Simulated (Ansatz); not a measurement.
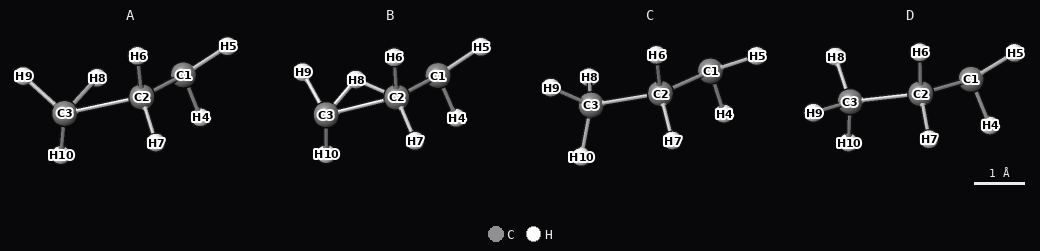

4 geometries from one relaxation of C3H7 (charge −1), in shuffled order. The picture is a ball-and-stick view, seen from a free direction.

It is one of the separated reactants of a reaction.

These are results of RKS PBE-D4/def2-SVPD (Ansatz), not measurements. Settings: force threshold 0.03 eV/Å; at most 250 steps.

Question: Order the frames from highest to lowest energy.

Answer: B, A, C, D. They are steps 0, 4, 9, 16, at +137.1 kcal/mol, +47.0 kcal/mol, +2.93 kcal/mol relative to the last. The energy falls by 137.1 kcal/mol in 14 accepted moves (16 points after the start). The largest force component goes from 9.6 to 0.017 eV/Å. The line search rejected the trial steps at points 13, 15 of the run. The largest move after the best rigid fit is that of H9, 1.34 Å. Largest moves by element: H 1.34 Å, C 0.36 Å. Near-neighbour distances that change, for instance: C2–H8 1.060 → 2.187 Å, C3–H8 0.949 → 1.111 Å, C2–H7 1.124 → 1.144 Å, C1–H4 1.103 → 1.118 Å. Bonds break: C2–H8 (1.06 → 2.19 Å). Among the angles between lasting bonds that change: C2–C3–H8 43.1° → 109.8°, H8–C3–H9 67.2° → 109.9°, H8–C3–H10 116.4° → 106.5°. The run took 9.5 s on 2 threads of AMD EPYC 9B45, with other jobs on the host.
